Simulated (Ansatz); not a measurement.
**Fields on a plane of HgS (cinnabar type, space group P3_221)**

```
CELL_PARAMETERS angstrom
      4.46492     0.00000     0.00000
     -2.23246     3.86673     0.00000
      0.00000     0.00000     9.75823
ATOMIC_POSITIONS crystal
  Hg 0.76921 0.00000 0.66667
  Hg 0.00000 0.76921 0.33333
  Hg 0.23079 0.23079 0.00000
  S  0.44688 0.00000 0.16667
  S  0.00000 0.44688 0.83333
  S  0.55312 0.55312 0.50000
```

The slice is a (0001) plane (indices of the conventional cell) through the point (0.000, 0.769, 0.333) (fractional), spanned by u = [110] and v = [1 -1 0] in vectors of this cell: u (4.46 Å) and v (7.73 Å, at 90° to u). It covers one period; positions are fractions (u, v).

Atoms on it: Hg at (0.00, 0.00); Hg at (0.50, 0.50).

These are PBE (plane waves to 420 eV, PAW, scalar-relativistic; Ansatz, a program for electronic structure) values and carry that method's errors. k mesh 9×9×4. These are valence fields of a PAW run, semicore shells included where kept as valence: close to a nucleus they are smooth pseudo fields. HgS was relaxed with its symmetry unable to fall. Spin-orbit coupling is left out, though Hg is heavy. The relaxed volume of HgS is well above the measured one; the method has no dispersion term.

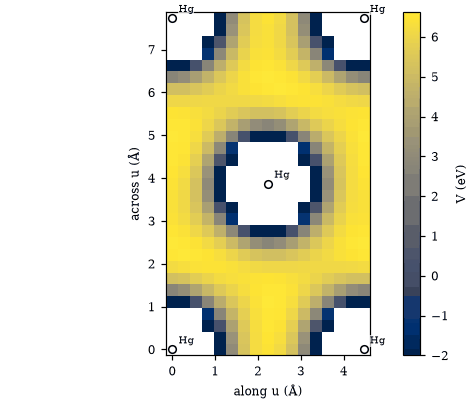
*Electrostatic potential energy of an electron, from the cell's mean, in eV, one period of the plane, atoms marked. Points within 1 Å of a nucleus are left white, as the pseudised field means little there. Values under -2 eV are set to -2. The zero, the cell's mean, hangs on the PAW cores.*

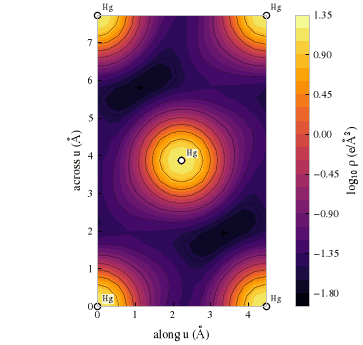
*Log₁₀ of the valence density in e/Å³, one period of the plane, atoms marked. The scale is logarithmic, as a density can span decades between atoms and voids.*
